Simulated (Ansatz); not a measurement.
Input file:

```
crystal:
  periodic: [false, false, false]
  atoms:
    - {symbol: N, position_ang: [-0.178149, 0.509360, -1.764096]}
    - {symbol: C, position_ang: [-0.391699, 0.225131, -0.548773]}
    - {symbol: Si, position_ang: [1.060444, -0.370696, 0.511229]}
    - {symbol: S, position_ang: [-1.979512, 0.412389, 0.229438]}
    - {symbol: H, position_ang: [-1.008113, 0.843316, -2.259571]}
    - {symbol: H, position_ang: [1.414466, 0.710869, 1.466197]}
    - {symbol: H, position_ang: [2.204686, -0.704137, -0.364728]}
    - {symbol: H, position_ang: [0.620032, -1.556685, 1.292893]}
    - {symbol: H, position_ang: [-1.653556, -0.115845, 1.420311]}
basis:
  gaussian: {orbitals: def2-TZVPP}
hamiltonian: {xc: pbe0, dispersion: d4}
output: {orbitals: {seedname: orbitals}}
```

Run with:

```sh
ansatz run in.yaml --threads 2 --pin off --events-out ev --progress --plain --max-ram 4352MiB
```

Geometry: PBE0-D4/def2-TZVP.

All numbers below come from RKS PBE0-D4/def2-TZVPP (Ansatz 0.2.0).

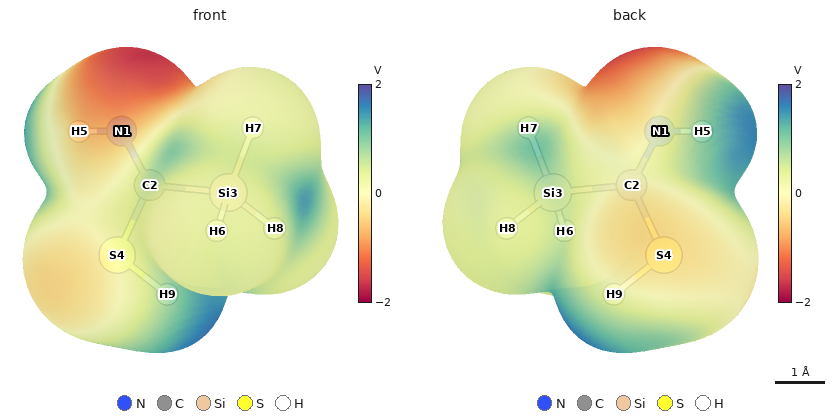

CH₅NSSi (SMILES N=C([SiH3])S). The molecular electrostatic potential painted on the density surface at 0.002 e/bohr³, seen from the front and from behind; the colour scale runs from red (negative) to blue (positive).

Where is the surface potential most negative and most positive?

The most negative region (about −1.6 V, or −37 kcal/mol for a unit charge) lies over N1, the most positive (about +1.7 V, or +39 kcal/mol for a unit charge) over H5 and H9. N1 is the likeliest acceptor of a hydrogen bond.
